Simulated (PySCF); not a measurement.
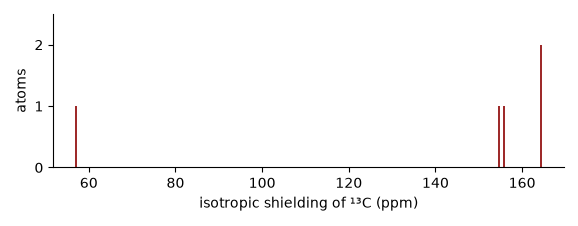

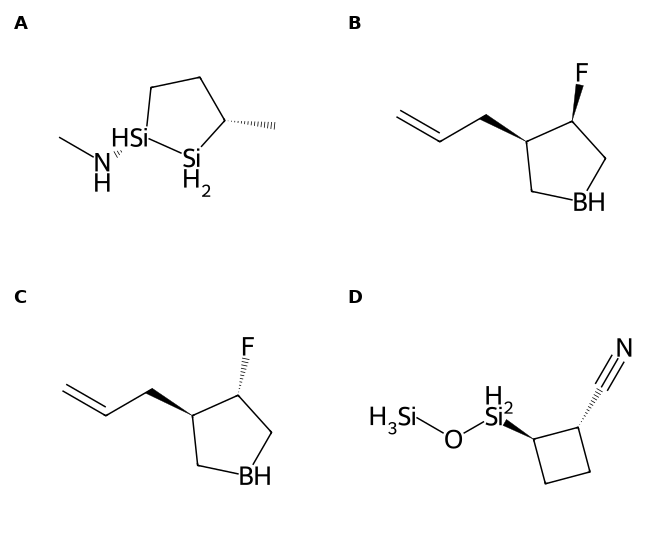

The sticks are computed shieldings of one of the molecules, for one fixed geometry (PBE0-D3(BJ)/def2-SVP) without averaging over rotations. Low shielding means a high chemical shift. Method: GIAO ωB97X-D/pcSseg-1 NMR shielding, non-relativistic, gas phase (PySCF 2.14.0).

**Which molecule gives this pattern?**

D, `N#C[C@@H]1CC[C@H]1[SiH2]O[SiH3]`. Its 5 C atoms give lines at 57.1, 154.8, 155.9, 164.3 (2 atoms) ppm.
